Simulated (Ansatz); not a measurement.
# Geometry relaxation of AlCl3 (charge +1) (part 1 of 2)

System: AlCl3, charge +1, multiplicity 2.
Method: BCCD(T)/x2c-SVPall, ROHF, sfX2C (Ansatz 0.2.0).

The run did not end well. The geometry comes from this level: PBE0-D4/def2-TZVP.

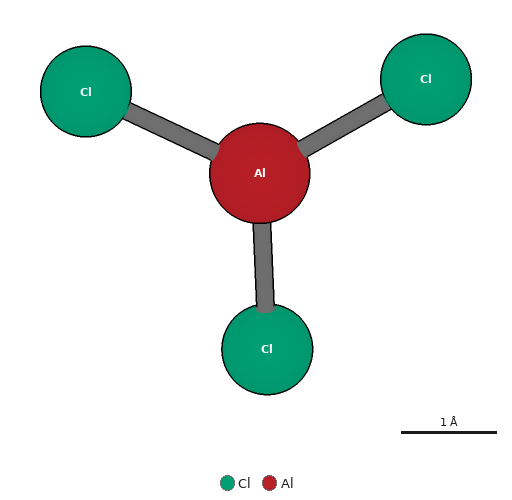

The starting structure (ball-and-stick view, seen at a tilt). Sticks mark near contacts.

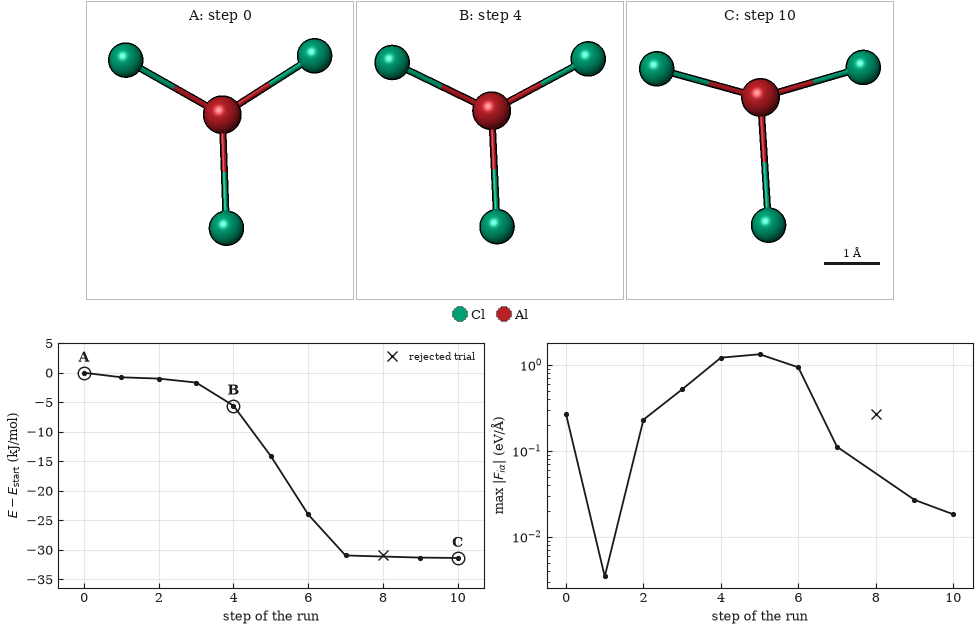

Frames of the relaxation (ball-and-stick view, seen at a tilt) above the curves, on which the letters mark them (the first geometry is step 0 here and step 1 in the log).

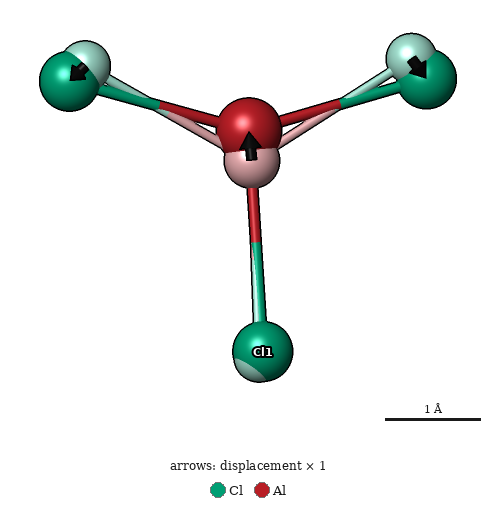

Start (faint) and end (solid) with the displacements as black arrows, at true length (ball-and-stick view, seen at a tilt). The two geometries are laid on each other by the best rigid fit. The run was cut off at its time limit before the relaxation converged, so the last structure is only a point on the way. The largest move after the best rigid fit is that of Al2, 0.32 Å. Largest moves by element: Al 0.32 Å, Cl 0.27 Å. Among the contacts that change: Cl1–Al2 2.069 → 2.331 Å, Al2–Cl3 2.069 → 2.028 Å. Among the angles that change: Cl3–Al2–Cl4 120.0° → 149.5°, Cl1–Al2–Cl4 120.0° → 102.8°, Cl1–Al2–Cl3 120.0° → 107.7°. The energy falls by 31.4 kJ/mol in 10 geometry steps. Largest force component: 0.27 eV/Å at the start, 0.018 eV/Å at the end. The line search rejected the trial step at point 8 (counted from 0) and went back. (Atoms are counted from 1 in the order of the input.)

The input that produced these results follows, with the program's output.

Input file
```yaml
crystal:
  periodic: [false, false, false]
  atoms:
    - {symbol: Cl, position_ang: [-1.135050, -0.108440, 1.726210]}
    - {symbol: Al, position_ang: [0.000010, 0.000000, -0.000020]}
    - {symbol: Cl, position_ang: [1.741960, -1.104030, -0.163630]}
    - {symbol: Cl, position_ang: [-0.606920, 1.212480, -1.562570]}
basis:
  gaussian: {orbitals: x2c-SVPall.json, fitting: {mean_field: def2-universal-jkfit}}
total_charge: 1
magnetization: {spin_polarized: false, initial_magnetization: 1}
correlation: {method: bccd_t}
accuracy: high
relax: {max_steps: 60}
```

Command:
```bash
ansatz run job.yaml --threads 1 --pin off --max-ram 3480MiB --events-out events.jsonl --progress --plain --runs-dir runs
```

What the program printed
```
The last accepted step is kept in runs//last_step.txt (removed where the run ends without a failure and the disk answers)
Functional definition: HF
  name "HF"
  exchange = exact_x
  correlation = 0
512 factors; integrals over basis functions are off by at most 3.0e-2 eV
mean field evaluation 1: about -44198.3089 eV, gradient 1.7e1 eV
mean field evaluation 2: about -44199.1671 eV, gradient 7.0e0 eV
mean field evaluation 4: about -44199.3133 eV, gradient 1.8e-1 eV
mean field evaluation 8: about -44199.3136 eV, gradient 6.2e-2 eV
mean field evaluation 16: about -44199.9028 eV, gradient 6.3e-7 eV
mean field evaluation 32: about -44199.3135 eV, gradient 1.8e-6 eV
mean field evaluation 64: about -44198.5640 eV, gradient 4.7e0 eV
mean field evaluation 96: about -44199.8818 eV, gradient 2.6e0 eV
mean field evaluation 128: about -44198.7357 eV, gradient 4.7e-2 eV
mean field evaluation 160: about -44198.6411 eV, gradient 5.5e-2 eV
mean field evaluation 192: about -44198.6430 eV, gradient 1.2e-1 eV
mean field evaluation 224: about -44198.7865 eV, gradient 8.9e0 eV
mean field evaluation 256: about -44197.0496 eV, gradient 7.6e0 eV
mean field evaluation 288: about -44199.0694 eV, gradient 7.2e0 eV
mean field evaluation 320: about -44199.0397 eV, gradient 9.6e-4 eV
mean field -44199.90280700 eV, -1624.3164683871 hartree, gradient 9.8e-9 eV, S^2 0.750000; 19 other end points of the search recorded, 0 dependent functions left out
mean field evaluation 352: about -44200.0068 eV, gradient 9.6e-1 eV
mean field evaluation 384: about -44200.0184 eV, gradient 9.2e-2 eV
determinant -44199.90280700 eV, -1624.3164683871 hartree, with singles and doubles -44212.82060945 eV, -1624.7911888711 hartree
determinant -44199.90275611 eV, -1624.3164665168 hartree, with singles and doubles -44212.82054837 eV, -1624.7911866266 hartree
determinant -44199.41415789 eV, -1624.2985108634 hartree, with singles and doubles -44212.88752949 eV, -1624.7936481373 hartree
determinant -44199.41407966 eV, -1624.2985079884 hartree, with singles and doubles -44212.88749364 eV, -1624.7936468199 hartree
determinant -44199.31350945 eV, -1624.2948121016 hartree, with singles and doubles -44212.94478383 eV, -1624.7957521954 hartree
determinant -44199.03972132 eV, -1624.2847505734 hartree, with singles and doubles -44212.49010839 eV, -1624.7790431811 hartree
determinant -44198.73565900 eV, -1624.2735764891 hartree, with singles and doubles -44212.23219843 eV, -1624.7695651651 hartree
determinant -44198.02676591 eV, -1624.2475251487 hartree, with singles and doubles -44211.61331849 eV, -1624.7468217466 hartree
determinant -44199.90280700 eV, -1624.3164683871 hartree, with singles and doubles -44212.92990195 eV, -1624.7952052963 hartree
determinant -44199.90275611 eV, -1624.3164665168 hartree, with singles and doubles -44212.92986888 eV, -1624.7952040813 hartree
determinant -44199.41415789 eV, -1624.2985108634 hartree, with singles and doubles -44212.94081145 eV, -1624.7956062130 hartree
determinant -44199.41407966 eV, -1624.2985079884 hartree, with singles and doubles -44212.94079125 eV, -1624.7956054709 hartree
determinant -44199.31350945 eV, -1624.2948121016 hartree, with singles and doubles -44212.94468641 eV, -1624.7957486154 hartree
determinant -44199.03972132 eV, -1624.2847505734 hartree, with singles and doubles -44212.49358990 eV, -1624.7791711245 hartree
20 core orbitals not correlated: weight in the atoms' cores, before any rotation towards them, 1.000 or more for the frozen orbitals, at most 0.000 for the correlated occupied ones
reference -44199.31350945 eV, -1624.2948121016 hartree; 12, 11 occupied and 40, 41 virtual orbitals, 512 factors
second order -12.64331078 eV of doubles, -0.10554049 eV of singles
cycle   1  -13.61941087 eV  change    1.2e-2 eV  update   6.5e-3
cycle   2  -13.61648221 eV  change    2.9e-3 eV  update   1.5e-3
cycle   3  -13.61478303 eV  change    1.7e-3 eV  update   7.7e-4
cycle   4  -13.61462203 eV  change    1.6e-4 eV  update   2.6e-4
cycle   5  -13.61462460 eV  change   -2.6e-6 eV  update   8.5e-5
cycle   6  -13.61465339 eV  change   -2.9e-5 eV  update   2.7e-5
cycle   7  -13.61466383 eV  change   -1.0e-5 eV  update   1.0e-5
cycle   8  -13.61465866 eV  change    5.2e-6 eV  update   3.9e-6
cycle   9  -13.61465778 eV  change    8.8e-7 eV  update   2.3e-6
cycle  10  -13.61465814 eV  change   -3.6e-7 eV  update   2.1e-6
cycle  11  -13.61465808 eV  change    6.0e-8 eV  update   1.9e-6
cycle  12  -13.61465777 eV  change    3.2e-7 eV  update   1.6e-6
cycle  13  -13.61465791 eV  change   -1.4e-7 eV  update   9.5e-7
cycle  14  -13.61465809 eV  change   -1.8e-7 eV  update   3.5e-7
cycle  15  -13.61465813 eV  change   -4.9e-8 eV  update   1.6e-7
cycle  16  -13.61465808 eV  change    5.0e-8 eV  update   8.8e-8
cycle  17  -13.61465804 eV  change    4.1e-8 eV  update   6.5e-8
cycle  18  -13.61465802 eV  change    2.3e-8 eV  update   5.2e-8
cycle  19  -13.61465802 eV  change    2.8e-9 eV  update   4.2e-8
cycle  20  -13.61465800 eV  change    1.7e-8 eV  update   3.4e-8
cycle  21  -13.61465800 eV  change   -3.5e-9 eV  update   2.8e-8
cycle  22  -13.61465808 eV  change   -7.2e-8 eV  update   8.1e-8
cycle  23  -13.61465809 eV  change   -9.7e-9 eV  update   2.9e-8
cycle  24  -13.61465809 eV  change  -2.4e-10 eV  update   1.1e-8
cycle  25  -13.61465809 eV  change  -6.9e-10 eV  update   5.6e-9
cycle  26  -13.61465809 eV  change   -1.4e-9 eV  update   3.5e-9
cycle  27  -13.61465809 eV  change  -8.7e-11 eV  update   2.9e-9
cycle  28  -13.61465809 eV  change   3.9e-10 eV  update   2.5e-9
cycle  29  -13.61465809 eV  change  -9.3e-11 eV  update   1.8e-9
cycle  30  -13.61465809 eV  change  -8.3e-11 eV  update   1.1e-9
perturbative correction -0.46155485 eV, -0.0169618280 hartree
WARN: these amplitudes may be one of several solutions (largest doubles amplitude 0.04, level shift 4.52 eV)
the calculation of the forces begins
relax step   1: F+E_penalty+E_count = -44213.38972239 eV  Δ(F+E_penalty+E_count) = +0.000e0 eV  max|allowed force component| = 2.680e-1 eV/Å  Δτ_max = 0.0000 Å  (1212 SCF iters, accepted)
512 factors; integrals over basis functions are off by at most 3.1e-2 eV
mean field evaluation 416: about -44197.0483 eV, gradient 2.2e1 eV
mean field evaluation 448: about -44199.3091 eV, gradient 8.3e-6 eV
mean field evaluation 480: about -44196.3175 eV, gradient 2.8e1 eV
mean field evaluation 512: about -44199.9123 eV, gradient 2.0e0 eV
mean field evaluation 544: about -44199.7036 eV, gradient 1.2e-3 eV
mean field evaluation 576: about -44199.4177 eV, gradient 1.6e-3 eV
mean field evaluation 608: about -44195.5323 eV, gradient 6.1e0 eV
mean field evaluation 640: about -44198.9381 eV, gradient 8.6e0 eV
mean field evaluation 672: about -44199.0019 eV, gradient 6.4e0 eV
mean field evaluation 704: about -44199.0959 eV, gradient 1.5e0 eV
mean field evaluation 736: about -44198.6710 eV, gradient 1.2e0 eV
mean field evaluation 768: about -44199.4178 eV, gradient 5.6e-2 eV
mean field evaluation 800: about -44197.5332 eV, gradient 6.1e0 eV
mean field evaluation 832: about -44198.9751 eV, gradient 1.2e1 eV
mean field evaluation 864: about -44198.7660 eV, gradient 1.3e-2 eV
mean field evaluation 896: about -44198.1260 eV, gradient 2.4e0 eV
mean field evaluation 928: about -44197.5331 eV, gradient 6.1e0 eV
mean field evaluation 960: about -44199.4178 eV, gradient 8.7e-2 eV
mean field -44199.92576788 eV, -1624.3173121838 hartree, gradient 1.8e-8 eV, S^2 0.750000; 32 other end points of the search recorded, 0 dependent functions left out
mean field evaluation 992: about -44199.9431 eV, gradient 2.8e0 eV
mean field evaluation 1024: about -44199.8158 eV, gradient 1.6e-4 eV
mean field evaluation 1056: about -44199.8144 eV, gradient 3.7e-1 eV
determinant -44199.92576788 eV, -1624.3173121838 hartree, with singles and doubles -44212.83084782 eV, -1624.7915651241 hartree
determinant -44199.92559463 eV, -1624.3173058171 hartree, with singles and doubles -44212.83069422 eV, -1624.7915594795 hartree
determinant -44199.92558200 eV, -1624.3173053529 hartree, with singles and doubles -44212.83068216 eV, -1624.7915590364 hartree
determinant -44199.70362078 eV, -1624.3091484287 hartree, with singles and doubles -44212.52799533 eV, -1624.7804355006 hartree
determinant -44199.70345958 eV, -1624.3091425044 hartree, with singles and doubles -44212.52784699 eV, -1624.7804300492 hartree
determinant -44199.70344791 eV, -1624.3091420758 hartree, with singles and doubles -44212.52783621 eV, -1624.7804296529 hartree
determinant -44199.41789091 eV, -1624.2986480496 hartree, with singles and doubles -44212.89048185 eV, -1624.7937566343 hartree
determinant -44199.41774927 eV, -1624.2986428442 hartree, with singles and doubles -44212.89039210 eV, -1624.7937533361 hartree
determinant -44199.30914454 eV, -1624.2946516941 hartree, with singles and doubles -44212.94675952 eV, -1624.7958248009 hartree
determinant -44199.06031565 eV, -1624.2855074011 hartree, with singles and doubles -44212.51528687 eV, -1624.7799684732 hartree
determinant -44199.06020119 eV, -1624.2855031946 hartree, with singles and doubles -44212.51518158 eV, -1624.7799646037 hartree
determinant -44198.76597949 eV, -1624.2746907468 hartree, with singles and doubles -44212.26294929 eV, -1624.7706952382 hartree
determinant -44198.76595302 eV, -1624.2746897738 hartree, with singles and doubles -44212.26293817 eV, -1624.7706948296 hartree
determinant -44198.66728785 eV, -1624.2710638958 hartree, with singles and doubles -44212.26778929 eV, -1624.7708731051 hartree
determinant -44198.66726321 eV, -1624.2710629904 hartree, with singles and doubles -44212.26714488 eV, -1624.7708494233 hartree
determinant -44198.64285898 eV, -1624.2701661513 hartree, with singles and doubles -44212.27961694 eV, -1624.7713077632 hartree
determinant -44198.06816156 eV, -1624.2490464106 hartree, with singles and doubles -44211.65964438 eV, -1624.7485241916 hartree
determinant -44199.92576788 eV, -1624.3173121838 hartree, with singles and doubles -44212.93527908 eV, -1624.7954029023 hartree
determinant -44199.92559463 eV, -1624.3173058171 hartree, with singles and doubles -44212.93519225 eV, -1624.7953997114 hartree
determinant -44199.92558200 eV, -1624.3173053529 hartree, with singles and doubles -44212.93518630 eV, -1624.7953994928 hartree
determinant -44199.70362078 eV, -1624.3091484287 hartree, with singles and doubles -44212.56531387 eV, -1624.7818069315 hartree
determinant -44199.70345958 eV, -1624.3091425044 hartree, with singles and doubles -44212.56519149 eV, -1624.7818024343 hartree
determinant -44199.70344791 eV, -1624.3091420758 hartree, with singles and doubles -44212.56518200 eV, -1624.7818020853 hartree
determinant -44199.41789091 eV, -1624.2986480496 hartree, with singles and doubles -44212.94368384 eV, -1624.7957117715 hartree
determinant -44199.41774927 eV, -1624.2986428442 hartree, with singles and doubles -44212.94363644 eV, -1624.7957100297 hartree
determinant -44199.30914454 eV, -1624.2946516941 hartree, with singles and doubles -44212.94667169 eV, -1624.7958215731 hartree
determinant -44199.06031565 eV, -1624.2855074011 hartree, with singles and doubles -44212.51908683 eV, -1624.7801081193 hartree
determinant -44199.06020119 eV, -1624.2855031946 hartree, with singles and doubles -44212.51898263 eV, -1624.7801042899 hartree
20 core orbitals not correlated: weight in the atoms' cores, before any rotation towards them, 1.000 or more for the frozen orbitals, at most 0.000 for the correlated occupied ones
reference -44199.30914454 eV, -1624.2946516941 hartree; 12, 11 occupied and 40, 41 virtual orbitals, 512 factors
second order -12.65191996 eV of doubles, -0.10524166 eV of singles
cycle   1  -13.62513274 eV  change    1.2e-2 eV  update   6.7e-3
cycle   2  -13.62207940 eV  change    3.1e-3 eV  update   1.5e-3
cycle   3  -13.62032327 eV  change    1.8e-3 eV  update   7.9e-4
cycle   4  -13.62015671 eV  change    1.7e-4 eV
[... cut ...]
23  -12.74813163 eV  change   -6.2e-9 eV  update   9.5e-9
cycle  24  -12.74813163 eV  change  -5.4e-10 eV  update   6.7e-9
cycle  25  -12.74813163 eV  change  -7.2e-11 eV  update   4.0e-9
cycle  26  -12.74813163 eV  change  -2.1e-11 eV  update   2.4e-9
perturbative correction -0.30352983 eV, -0.0111545157 hartree
the calculation of the forces begins
```
